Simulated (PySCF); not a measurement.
O$_{3}$, SMILES `O=[O+][O-]`.

Computed with PySCF, CAM-B3LYP/aug-cc-pVDZ, geometry: GFN2-xTB. No frequency check shows the geometry to be a minimum.

Cartesian coordinates (Å):

```
O1       1.0725   -0.2049    0.0000
O2       0.0000    0.4098    0.0000
O3      -1.0725   -0.2049    0.0000
```

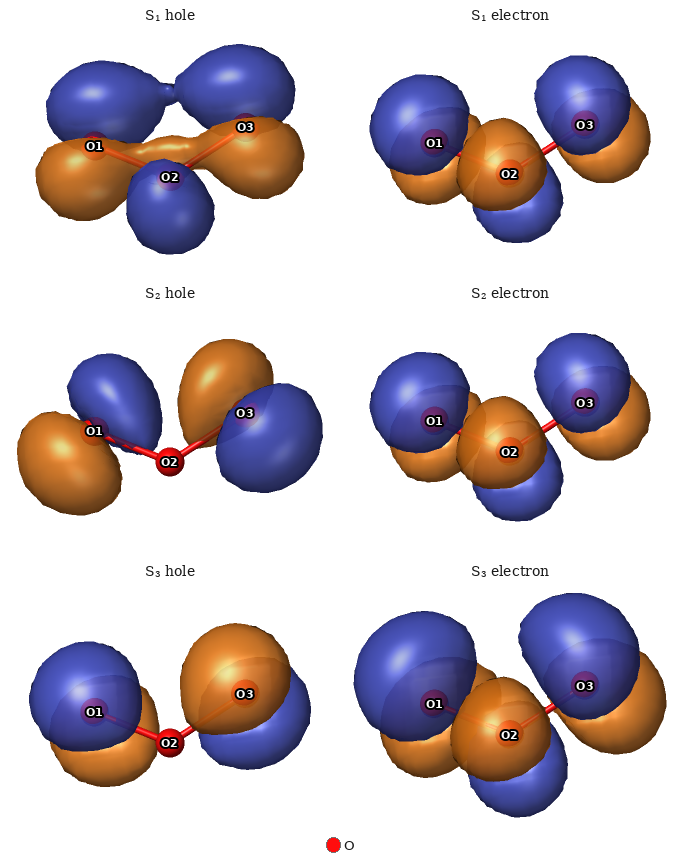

Leading natural transition orbitals (TDA singlet states).

Describe these excited states.

By state:
- S₁: 2.23 eV (557 nm), f = 0.000 (dark); the leading pair carries 100 %; hole on O1 and O3 (39 % each) and O2 (22 %), electron on O2 (35 %) and O1 and O3 (33 % each); their centroids lie 0.1 Å apart.
- S₂: 2.66 eV (467 nm), f = 0.000 (dark); the leading pair carries 100 %; hole on O1 and O3 (47 % each) and O2 (7 %), electron on O2 (35 %) and O1 and O3 (33 % each); their centroids lie 0.1 Å apart.
- S₃: 6.47 eV (192 nm), f = 0.236 (bright); the leading pair carries 81 %; hole on O1 and O3 (45 % each) and O2 (10 %), electron on O2 (36 %) and O1 and O3 (32 % each) (shares are of the whole state, not of the leading pair alone); their centroids lie 0.1 Å apart.

The PySCF run took 41 s on 1 thread of Arm Neoverse V2, with other jobs on the host, peak memory 0.29 GiB.
